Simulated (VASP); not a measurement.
Band structure of Rb (bcc). These are MS2 meta-GGA, VASP's PBE PAW potentials (set 64) (plane waves; VASP) values and carry that method's errors.

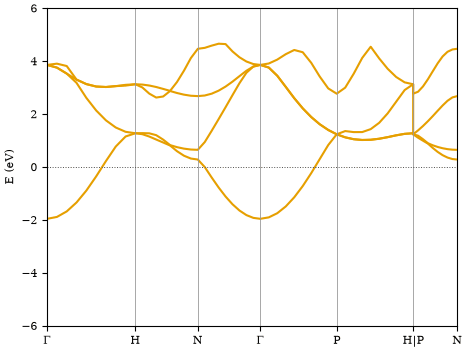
Figure. Bands along high-symmetry lines, zero at the valence-band maximum or, without a gap, the Fermi level

Task: Read the plot: is there a gap, and where are the band edges?

Result: It has no gap at this level: it comes out as a metal or semimetal.

The compound is Rb in the bcc structure. It was relaxed first.
